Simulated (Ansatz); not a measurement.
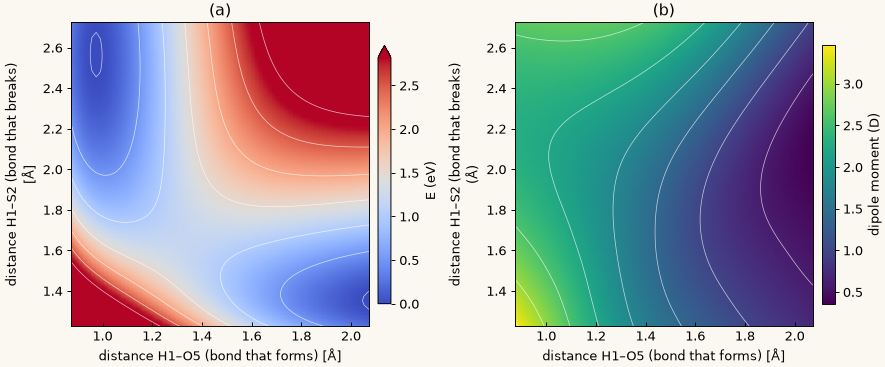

The reacting system CH₂OS₂ (one molecule; an intramolecular 1,3-shift). The first coordinate is: distance H1–O5 (bond that forms); the second: distance H1–S2 (bond that breaks). Relaxed at each point: all other coordinates. The scan uses an 11 × 11 grid. Points are written as (first, second). Energies are in eV, from the lowest grid point. The reference is spin-restricted, so regions where a bond is pulled apart into radicals lie too high. Computed with RKS CAM-B3LYP-D4/def2-SVP in Ansatz 0.2.0.

Panel (a) is the energy and panel (b) the computed dipole moment on the same grid.

Drawn: a smooth colour map with a few white contour lines, one colour for all values above the top of the scale. Between grid points the surface is interpolated.

Question: How does the dipole moment vary over the map, and what is it at the lowest grid point?

Answer: Leaving out the highest fifth of the energies, it runs from 0.36 D at (2.073 Å, 2.016 Å) to 2.72 D at (1.139 Å, 2.724 Å). At the lowest grid point, (2.073 Å, 1.308 Å), it is 0.67 D. That point lies on the edge of the scan.

| second ↓, first → | 0.873 | 0.940 | 1.033 | 1.139 | 1.255 | 1.378 | 1.507 | 1.641 | 1.781 | 1.925 | 2.073 |
| --- | --- | --- | --- | --- | --- | --- | --- | --- | --- | --- | --- |
| 2.724 | 2.67 | 2.69 | 2.72 | 2.72 | 2.69 | 2.61 | 2.46 | 2.19 | 1.81 | 1.38 | 0.95 |
| 2.539 | 2.47 | 2.49 | 2.49 | 2.47 | 2.42 | 2.31 | 2.12 | 1.83 | 1.45 | 1.05 | 0.69 |
| 2.359 | 2.35 | 2.34 | 2.31 | 2.26 | 2.18 | 2.03 | 1.81 | 1.50 | 1.14 | 0.78 | 0.48 |
| 2.184 | 2.30 | 2.26 | 2.20 | 2.12 | 1.99 | 1.80 | 1.55 | 1.23 | 0.90 | 0.60 | 0.37 |
| 2.016 | 2.34 | 2.28 | 2.18 | 2.05 | 1.87 | 1.64 | 1.36 | 1.06 | 0.76 | 0.53 | 0.36 |
| 1.855 | 2.45 | 2.37 | 2.23 | 2.05 | 1.83 | 1.57 | 1.27 | 0.97 | 0.72 | 0.53 | 0.41 |
| 1.701 | 2.63 | 2.51 | 2.34 | 2.11 | 1.84 | 1.55 | 1.24 | 0.96 | 0.75 | 0.59 | 0.47 |
| 1.557 | 2.84 | 2.69 | 2.47 | 2.20 | 1.89 | 1.56 | 1.27 | 1.01 | 0.81 | 0.66 | 0.54 |
| 1.425 | 3.06 | 2.88 | 2.61 | 2.29 | 1.95 | 1.61 | 1.32 | 1.09 | 0.90 | 0.73 | 0.60 |
| 1.308 | 3.29 | 3.07 | 2.74 | 2.38 | 2.01 | 1.68 | 1.40 | 1.18 | 0.98 | 0.81 | 0.67 |
| 1.224 | 3.46 | 3.20 | 2.84 | 2.44 | 2.07 | 1.73 | 1.47 | 1.25 | 1.05 | 0.87 | 0.72 |
